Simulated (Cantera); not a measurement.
A closed system holds: 1 mol CH2F2, a varied amount of HCl, at 2450 K and 0.100 bar.

Method: chemical equilibrium by Gibbs-energy minimisation in Cantera with the NASA 1993 tables (ideal gas, pure condensed phases). Candidate condensed phases: C, C6H6, C7H8, C8H18; 118 gas species. Kinetics and transport are ignored.

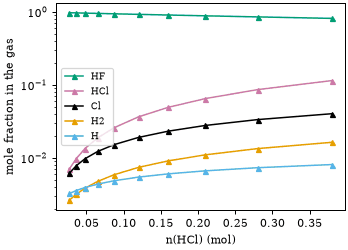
Figure: Equilibrium gas composition (values under 1e-9 drawn at 1e-9)

From 0.027 mol HCl to 0.38 mol HCl the condensed part is C(graphite). The main C-bearing gas is CF2 at 0.027 mol HCl and C2H2 (acetylene) at 0.38 mol HCl.
